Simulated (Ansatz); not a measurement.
Ligand exchange: AlH2(SH) + B(CH3)(SH)2 → AlH(SH)2 + BH(CH3)(SH)

Gas-phase species: AlH2(SH), singlet; B(CH3)(SH)2, singlet; AlH(SH)2, singlet; BH(CH3)(SH), singlet. The partners trade H for SH: Al–H and B–SH bonds give way to Al–SH and B–H.

Shapes, held fixed at every level: PBE0-D4/def2-TZVP. Flexible molecules stand in one conformer, not always the lowest. Programs: Ansatz 0.2.0. Electronic energies: no zero-point or thermal term.

```tsv
level	kind	ΔE (kJ/mol)	less CCSD(T)/CBS estimate
HF/def2-TZVPP	Hartree–Fock	-54.0	-8.0
r2SCAN-D4/def2-TZVPP	meta-GGA	-45.0	+1.0
wB97M-V/def2-TZVPP	range-separated hybrid	-44.8	+1.2
wB97X-V/def2-TZVPP	range-separated hybrid	-43.6	+2.4
MP2/def2-TZVPP	perturbation theory	-43.3	+2.7
CCSD/def2-TZVPP	coupled cluster or CI	-46.6	-0.6
CCSD(T)/CBS estimate	coupled cluster or CI	-46.0	0.0
```

The highest level, CCSD(T)/CBS estimate, gives ΔE = -46.0 kJ/mol; the levels span -54.0 to -43.3. The column of differences is taken from that level and isn't an error. No measured value is set beside it here. The CBS estimate extrapolates MP2 from def2-TZVPP and def2-QZVPP and adds CCSD(T) − MP2 in the triple-zeta set, cores frozen.

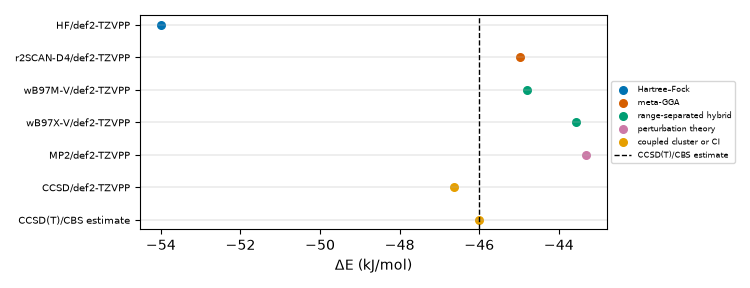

The values of the table, level by level.
